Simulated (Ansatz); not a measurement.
# Decaying states in the gap of TlGeClF2, part 3 of 3

A new crystal, TlGeClF2: structure, gap and complex bands. It is built by putting Cl for part of the F in the TlGeF3 structure of space group P1, with the volume rescaled by atomic radii. The parent structure comes from the Materials Project.

Ansatz 0.2.0; PBEsol DFT, plane waves, PAW files (the session's first sound run).

So far, gap on path (eV): step 3 (the bulk crystal and its band edges) 3.31.

The structure was built from a prototype and need not be the compound's stable phase.

## 6. Band edges at another level

This step: LDA DFT, plane waves, PAW files (Ansatz 0.2.0).

The edges again with LDA, at the same atoms.

File input.yaml:

```yaml
crystal:
  lattice:
    - [4.633146137, 0.049053969, -0.3470575484]
    - [0.0191281096, 4.6634220559, -0.2996481381]
    - [-0.6779307754, -1.2922702349, 5.3634768846]
  atoms:
    - { symbol: Tl, position: [0.0606535022, 0.0756187562, 0.8962215441] }
    - { symbol: Ge, position: [0.4977086128, 0.4805193783, 0.4902948132] }
    - { symbol: F, position: [0.9057216802, 0.4862373285, 0.5403069006] }
    - { symbol: Cl, position: [0.549627727, 0.5735877429, 0.955583559] }
    - { symbol: F, position: [0.4862884777, 0.8940337941, 0.5575911832] }
kpoints:
  mp_grid: { grid: [6, 6, 6] }
  band_path: { path: [VBM, CBM], npoints: 30 }
scf:
  occupations: { method: fixed }
hamiltonian:
  xc: lda
output:
  eigenvalues: true
```

On the command line:

```sh
> ansatz run input.yaml --threads 2 --pin off --max-ram 4096MiB --backend cpu --events-out ev --progress --plain --runs-dir out
```

Numbers of over 12 decimals in the logs are rounded to 6 here.

What it wrote:

```text
[...]
Crystal: 5 atoms, lattice volume = 113.007 Å³
Basis set: ecut = 420 eV, 2205 PW (Γ)
Bands: 29, of which v1, the nominal top of the filled ones, is band 24 counted from 1 (23 counted from 0)
Symmetry: 1 space group operations
[...]
k-points: 112 of 216 (time reversal used)
[...]
SCF iter   1: F=—  HF=-17996.081207 eV  |F-HF|=—  |Δ(HF+E_count)|=         —  Δρ=1.18e-2  dr2=1.25e-1  ethr=1.77e-3  ⟨swp⟩=4.7  Hψ=11400  notcnv=0  defer=302
[...]
SCF iter   8: F=-17996.045077 eV  HF=-17996.045077 eV  |F-HF|=1.76e-8  |Δ(HF+E_count)|=   9.21e-8  Δρ=6.99e-6  dr2=4.02e-8  ethr=2.08e-10  ⟨swp⟩=8.6  Hψ=11007  notcnv=0
SCF 1 converged in 8 iterations: F = -17996.045077 eV  dr2 = 4.02e-8
[...]
SCF converged after 8 iterations
Free energy (F): -17996.045077 eV
[...]
Internal energy: -17996.045077 eV  (E = F + TS)
E sigma→0 (E₀):  -17996.045077 eV
Fermi energy:    3.148055 eV
[...]
--- Band table (eV; the first three rows and the last of 112) ---
  k-point 0: bands = [... 20 lower, 0.3320, 1.2729, 1.3575, 2.2924, 7.4131, 9.2853, 9.3520, 9.7202, ... 1 higher]
  k-point 1: bands = [... 20 lower, 0.3766, 1.2991, 1.3674, 2.3130, 7.3487, 8.8290, 9.2619, 9.6170, ... 1 higher]
  k-point 2: bands = [... 20 lower, 0.4435, 1.3482, 1.3925, 2.4821, 6.9801, 8.0876, 9.1501, 9.6263, ... 1 higher]
  k-point 111: bands = [... 20 lower, 0.6630, 1.0704, 1.2579, 3.0262, 7.0531, 7.2876, 7.6856, 8.9855, ... 1 higher]
```

The job ended after 48 s (2 threads of Arm Neoverse V2, shared host; peak memory 0.52 GiB; 96 s of CPU time).

Numbers from this step:

```
free energy         : -17996.0451 eV
Fermi energy        : 3.148 eV
gap on the k-mesh   : 3.228 eV
gap on path         : 3.221 eV, by band count; negative where bands overlap
direct gap on path  : 3.228 eV
edge places on path : 0, 1.396 1/A along the path
```

Electronic bands along the path, in eV, zero at the Fermi level (highest filled level under fixed occupations); v1 is the highest filled band, c1 the lowest empty one:

| point | v4 | v3 | v2 | v1 | c1 | c2 | c3 | c4 |
| --- | --- | --- | --- | --- | --- | --- | --- | --- |
| VBM | -2.65 | -1.59 | -0.72 | 0.00 | 3.23 | 3.60 | 4.42 | 5.00 |
| CBM | -2.65 | -1.60 | -0.72 | -0.05 | 3.22 | 3.63 | 4.55 | 5.04 |

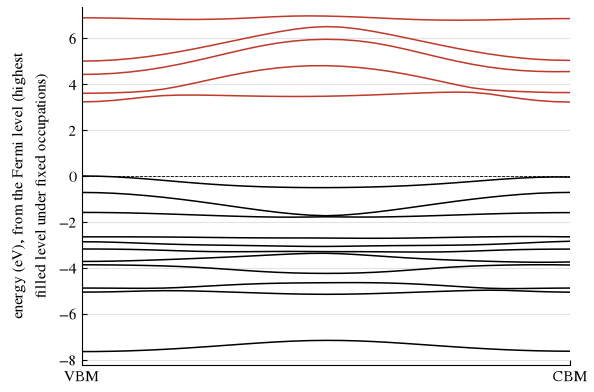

Electronic bands along the path; lines of filled and empty bands in two colours.

The searched edges give 3.22 eV, against 3.23 eV on the mesh.

## 7. Complex bands at another level

This step: LDA DFT, plane waves, PAW files; complex bands by layer matching along the plane's normal (Ansatz 0.2.0).

The complex bands at that level, over its own gap, at (0, 0) and (0.4167, -0.4948).

File input.yaml:

```yaml
crystal:
  lattice:
    - [5.558456331, 0.0, 0.0]
    - [-0.911364266, 4.556129227, 0.0]
    - [-1.3756562, -0.182687107, 4.46227023]
  atoms:
    - { symbol: Tl, position: [0.8962215441, 0.0606535022, 0.0756187562] }
    - { symbol: Ge, position: [0.4902948132, 0.4977086128, 0.4805193783] }
    - { symbol: F, position: [0.5403069006, 0.9057216802, 0.4862373285] }
    - { symbol: Cl, position: [0.955583559, 0.549627727, 0.5735877429] }
    - { symbol: F, position: [0.5575911832, 0.4862884777, 0.8940337941] }
kpoints:
  mp_grid: { grid: [6, 6, 6] }
scf:
  occupations: { method: fixed }
hamiltonian:
  xc: lda
output:
  eigenvalues: true
  transmission:
    leads: [[0, 0]]
    kpoints: [[0.0, 0.0], [0.4167, -0.4948]]
    e_range: [-1.0, 4.22]
    de: 0.13
```

What it wrote:

```text
[...]
Crystal: 5 atoms, lattice volume = 113.007 Å³
Basis set: ecut = 420 eV, 2205 PW (Γ)
Bands: 29, of which v1, the nominal top of the filled ones, is band 24 counted from 1 (23 counted from 0)
Symmetry: 1 space group operations
[...]
k-points: 112 of 216 (time reversal used)
[...]
SCF iter   1: F=—  HF=-17996.081122 eV  |F-HF|=—  |Δ(HF+E_count)|=         —  Δρ=1.17e-2  dr2=1.25e-1  ethr=1.77e-3  ⟨swp⟩=4.7  Hψ=11403  notcnv=0  defer=305
[...]
SCF iter   8: F=-17996.045077 eV  HF=-17996.045077 eV  |F-HF|=1.83e-8  |Δ(HF+E_count)|=   9.10e-8  Δρ=7.06e-6  dr2=4.09e-8  ethr=2.08e-10  ⟨swp⟩=8.6  Hψ=11052  notcnv=0
SCF 1 converged in 8 iterations: F = -17996.045077 eV  dr2 = 4.09e-8
[...]
transmission: 6 of 12 steps passed
transmission: 12 of 12 steps passed
SCF converged after 8 iterations
Free energy (F): -17996.045077 eV
[...]
Internal energy: -17996.045077 eV  (E = F + TS)
E sigma→0 (E₀):  -17996.045077 eV
Fermi energy:    3.148055 eV
[...]
--- Band table (eV; the first three rows and the last of 112) ---
  k-point 0: bands = [... 20 lower, 0.3320, 1.2729, 1.3575, 2.2924, 7.4131, 9.2853, 9.3520, 9.7202, ... 1 higher]
  k-point 1: bands = [... 20 lower, 0.4306, 1.3420, 1.5965, 2.2744, 7.4007, 8.4333, 9.1731, 9.5615, ... 1 higher]
  k-point 2: bands = [... 20 lower, 0.7067, 1.4086, 2.0094, 2.3707, 7.2869, 7.4760, 8.5667, 9.0132, ... 1 higher]
  k-point 111: bands = [... 20 lower, 0.6630, 1.0704, 1.2579, 3.0262, 7.0531, 7.2876, 7.6856, 8.9855, ... 1 higher]
--- Transmission ---
  basis      : 223 plane waves across, 6 finite elements along
  points     : 2, as listed
[...]
channels       : 0.000000e0 a spin
[...]
slowest decay  : 0.3631 /Å at (0.0000, 0.0000)
```

Elapsed: 32 s, on 2 threads; peak memory 0.71 GiB; 62 s of CPU time.

This step gave:

- level to which the leads are filled: 1.614 eV from the Fermi level
- decay constant at the filling level, zone centre: 0.3631 Å⁻¹
- decay constant at the filling level, slowest listed point: 0.3631 Å⁻¹

K parallel (0, 0); values up to 1.5 1/Å, a degenerate pair printed once or twice; energies at which all values exceed this have no row. The Im kz of the slowest decaying states by energy, zero at the highest filled level on the SCF mesh:

| energy (eV) | decay 1 (Å⁻¹) | decay 2 (Å⁻¹) | decay 3 (Å⁻¹) | decay 4 (Å⁻¹) |
| --- | --- | --- | --- | --- |
| -1.000 | 0.201 | 0.221 | 0.556 | 0.977 |
| -0.480 | 0.124 | 0.442 | 0.609 | 0.639 |
| 0.040 | 0.284 | 0.526 | 0.728 | 0.809 |
| 0.560 | 0.342 | 0.613 | 0.652 | 0.844 |
| 0.950 | 0.361 | 0.615 | 0.644 | 0.841 |
| 1.470 | 0.365 | 0.584 | 0.640 | 0.823 |
| 1.990 | 0.349 | 0.554 | 0.620 | 0.793 |
| 2.510 | 0.311 | 0.518 | 0.589 | 0.753 |
| 3.030 | 0.245 | 0.473 | 0.547 | 0.701 |
| 3.550 | 0.115 | 0.409 | 0.493 | 0.631 |
| 3.940 | 0.330 | 0.441 | 0.550 | 0.809 |

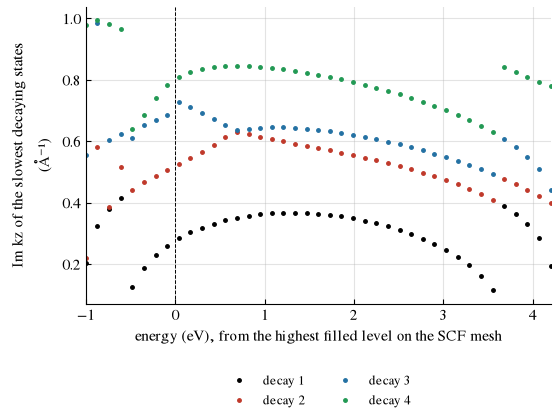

Im kz of the slowest decaying states against energy.

K parallel (0.4167, -0.4948); values up to 1.5 1/Å, a degenerate pair printed once or twice; energies at which all values exceed this have no row. Im kz of the slowest decaying states against energy, zero at the highest filled level on the SCF mesh:

| energy (eV) | decay 1 (Å⁻¹) | decay 2 (Å⁻¹) | decay 3 (Å⁻¹) | decay 4 (Å⁻¹) |
| --- | --- | --- | --- | --- |
| -1.000 | 0.353 | 0.517 | 0.551 | 0.904 |
| -0.480 | 0.233 | 0.399 | 0.419 | 0.447 |
| 0.040 | 0.190 | 0.295 | 0.377 | 0.605 |
| 0.560 | 0.361 | 0.391 | 0.415 | 0.671 |
| 0.950 | 0.402 | 0.411 | 0.426 | 0.670 |
| 1.470 | 0.417 | 0.426 | 0.436 | 0.608 |
| 1.990 | 0.405 | 0.408 | 0.458 | 0.520 |
| 2.510 | 0.346 | 0.386 | 0.429 | 0.457 |
| 3.030 | 0.225 | 0.349 | 0.350 | 0.373 |
| 3.550 | 0.129 | 0.290 | 0.374 | 0.486 |
| 3.940 | 0.0630 | 0.223 | 0.345 | 0.354 |

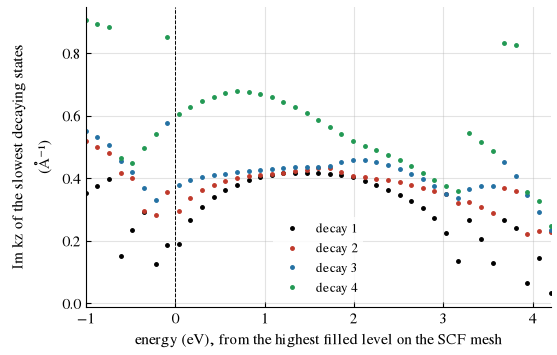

Im kz of the slowest decaying states, plotted against energy.

At the listed wavevectors the last open channel is at -0.09 eV and the next at +3.29 eV on the grid. At +1.60 eV, the grid energy nearest the filling level (the middle of the gap on the SCF mesh), the slowest state at the listed wavevectors decays with κ = 0.363 Å⁻¹, its amplitude falling by e over 2.8 Å; the first such run, plane (010), gave 0.371 Å⁻¹ over as many of its listed wavevectors.

## 8. Results

- band gap: 3.31 eV
- least decay constant at mid-gap, normal to (010): 0.371 Å⁻¹
- least decay constant at mid-gap, normal to (100): 0.347 Å⁻¹
- least decay constant, LDA: 0.363 Å⁻¹

With PBEsol, the slowest decay at the wavevectors tried is κ = 0.347 Å⁻¹, normal to (100). Through such a film the transmission near mid-gap falls as exp(−2κd), a factor of ten every 3.3 Å. The directions tried decay at nearly the same rate. A free electron under a barrier of half the gap would need a mass of 0.28 mₑ to decay at this rate. The slowest decay isn't at the zone centre. With LDA the gap goes from 3.31 to 3.22 eV and the decay constant, over the first 2 listed wavevectors (which shift with the band edges), from 0.371 to 0.363 Å⁻¹. The compound is made up by substitution; its stability against other phases and against distortions of the cell's symmetry was not tested. A semilocal functional narrows gaps, while spin-orbit coupling, left out here, narrows them in compounds of heavy elements, so the error in κ can go either way.

[Logs are printed without paths, hosts, clocks, repeated set-up lines and the standing remarks that a program may print on its own settings, such as how far it seeks lower states.]

[Hosts, paths, dates, database ids (printed as entryN), source tags and the programs' standing remarks are cut or masked in the printed files.]

[New means built here by substitution; the compound itself may be known and measured.]
